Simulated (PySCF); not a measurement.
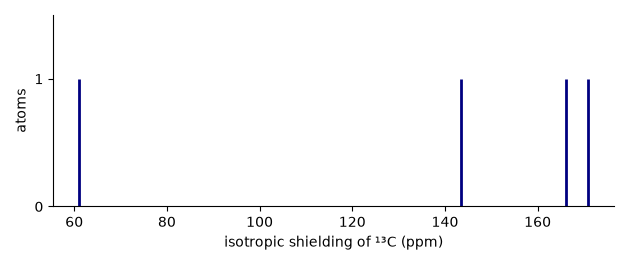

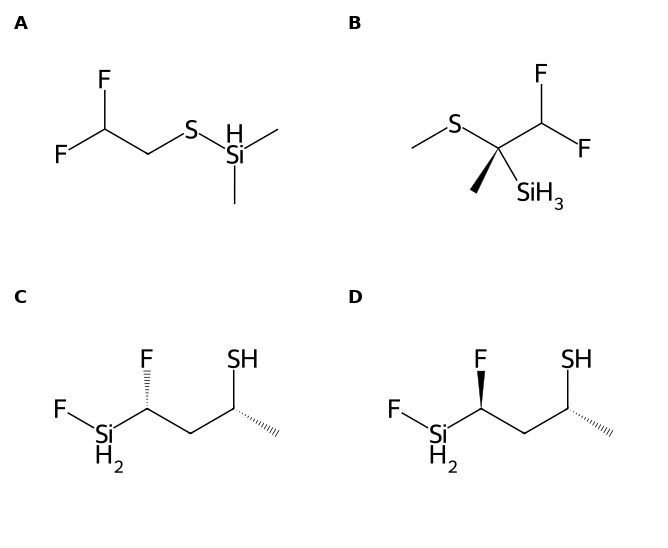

The sticks are computed shieldings of one of the molecules, for one fixed geometry (GFN2-xTB) without averaging over rotations. Low shielding means a high chemical shift. Method: GIAO PBE0/pcSseg-1 NMR shielding, non-relativistic, gas phase (PySCF 2.14.0).

Which molecule gives this pattern?

Answer. B, `CS[C@@](C)([SiH3])C(F)F`. Its 4 C atoms give lines at 61.0, 143.5, 166.1, 171.0 ppm.

The geometry is semi-empirical. Around Si such bond lengths and angles can be off by a tenth of an ångström or more and by several degrees, and values that hang on the shape move with them.
